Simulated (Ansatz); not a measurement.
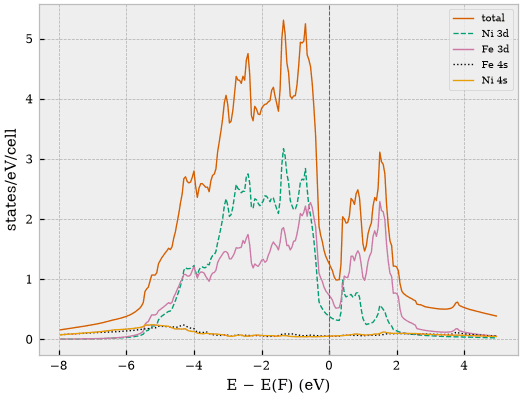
Figure. Total and projected density of states of FeNi (L1₀ or tetragonal B2, P4/mmm), plane-wave PAW PBEsol (Ansatz code)

Task: Which orbitals carry the states next to the Fermi level?

Result: Within 0.5 eV of the Fermi level: Fe 3d 54 %, Ni 3d 37 %. Projections are on Löwdin-orthogonalised atomic valence shells; empty p or d shells of many metals are not among them.

Task: Where is the tallest occupied peak in this window, and what makes it?

Result: Near -1.3 eV, about 5.3 states/eV per cell; the largest projected share is Ni 3d.

The workflow started from a Materials Project entry (that database holds measured and hypothetical structures alike); the Crystallography Open Database files this formula in space group No. 123, but the cells were not matched. Its standing as an ambient phase is unchecked. The cell was relaxed with PBEsol under the symmetry of its start; whether a distortion lowers the energy is not shown. The final state is ferromagnetic, chosen from 5 collinear starts compared on coarse meshes (ties went to the first, and starts can fall back to one state), not a proven ground state.

Potentials: the later of the program's two PAW sets.
